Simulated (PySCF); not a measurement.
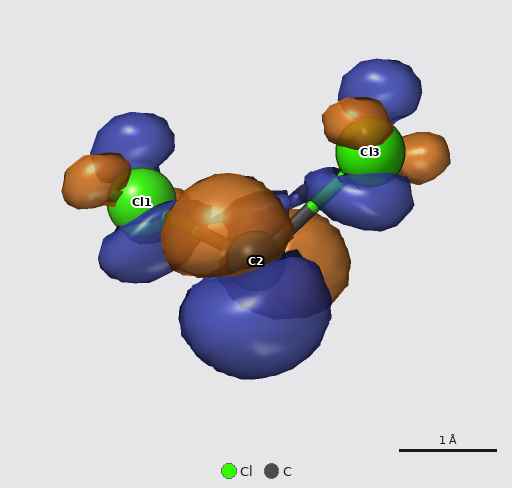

Figure 1: CCl2, SMILES `Cl[C]Cl`. Unrelaxed difference density of S₁ less the ground state (TDA singlet states), ±0.06 e/Å³; orange: gain, blue: loss.

Computed with PySCF, CAM-B3LYP/cc-pVDZ, geometry: GFN2-xTB. No frequency check shows the geometry to be a minimum. GFN2-xTB bond lengths at metals and heavier atoms can be off by up to 0.1 Å and shapes distorted, which carries into these values. Without diffuse functions Rydberg states are missing, so the states' numbers hold for this basis only.

How does the charge move on excitation?

0.64 e is displaced in all, mostly between regions of the same atoms. The state: 2.42 eV (512 nm), f = 0.007; the leading pair carries 100 %; hole on C2 (56 %) and Cl1 and Cl3 (22 % each), electron on C2 (60 %) and Cl1 and Cl3 (20 % each); their centroids lie 0.1 Å apart.
